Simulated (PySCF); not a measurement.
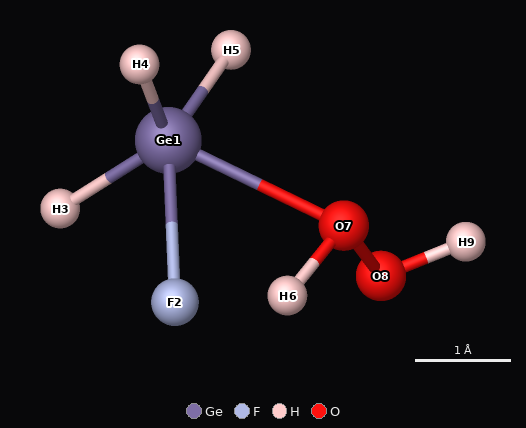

**Figure 1.** The structure (ball-and-stick view, seen at a tilt; atoms are numbered from 1 in the order of the input). Sticks mark near contacts. Bond lengths as drawn: F–Ge 2.07 Å, Ge–H 1.53 to 1.55 Å, Ge–O 2.06 Å, H–O 0.97 to 1.09 Å and O–O 1.42 Å.

**What a change does: single-point calculation on GeH$_{5}$O$_{2}$F**

System: GeH$_{5}$O$_{2}$F.
Method of run 1: RKS SPW92 (LDA)/def2-TZVPP, density fitting (PySCF 2.14.0).

The geometry comes from this level: PBE0-D4/def2-TZVP. Text and figures count atoms from 1; the logs count them from 0 in places.

## Input file, run 1
```python
import json, numpy as np
from pyscf import gto, scf, dft, mp, cc
EV, BOHR = 27.211386245988, 0.529177210903
mol = gto.M(atom="""
Ge -0.887560 -0.568930 0.200477
F 0.856399 -1.126079 1.175501
H -0.730978 -1.893522 -0.548967
H -1.578853 -0.551738 1.563413
H -1.654208 0.392189 -0.750450
H 1.161687 -0.001964 0.629100
O 0.632301 0.819307 0.153341
O 1.108527 0.984116 -1.173650
H 1.092585 1.946622 -1.248866
""", basis="def2-tzvpp", charge=0, spin=0, max_memory=8670, verbose=0)
def mean_field(mol, dm=None):
    mf = dft.RKS(mol, xc="slater,pw").density_fit()
    mf.conv_tol = 1e-9; mf.grids.level = 4
    mf.kernel(dm0=dm)
    if not mf.converged: mf = mf.newton().run(mf.mo_coeff, mf.mo_occ)
    assert mf.converged
    return mf
def d4(mol):
    return 0.0, np.zeros((9, 3))
def energy_and_gradient(mol, dm=None):
    mf = mean_field(mol, dm); e, g = d4(mol)
    return mf, (mf.e_tot + e) * EV, (mf.nuc_grad_method().kernel()[:9] + g) * EV / BOHR
out = {}
mf = mean_field(mol); e = d4(mol)[0]
out.update(energy=(mf.e_tot + e) * EV, converged=True, dispersion=e * EV)
out['s2'] = mf.spin_square()[0]; out['nelec'] = mol.nelec
print(f"Total energy {out['energy']:.6f} eV, <S^2> {out['s2']:.4f}")
json.dump(out, open("out.json", "w"), default=float)
```

Launched with:
```bash
OMP_NUM_THREADS=4 python run.py
```

Hardware: 4 threads of Arm Neoverse V1, 23 GiB of memory available, shared host.

## Output (run 1)
```
Total energy -63277.727993 eV, <S^2> 0.0000
```

For run 2 the input was changed thus:
```diff
-    mf = dft.RKS(mol, xc="slater,pw").density_fit()
+    mf = dft.RKS(mol, xc="wb97m-v").density_fit()
```

How does run 2 compare with run 1?

The total energies belong to different methods, so their difference says nothing on which is more stable or more accurate. The functional changes from slater,pw to wb97m-v. On the same kind of shared host run 2 took about 17 times as long.

## Output (run 2)
```
Total energy -63405.332001 eV, <S^2> 0.0000
```

## The two runs side by side

| quantity | run 1 | run 2 |
| --- | --- | --- |
| outcome | converged | converged |
| total energy (hartree) | −2325.413613 | −2330.102973 |
| basis functions | 211 | 211 |
| wall time (shared host) | 11 s | 3.1 min |
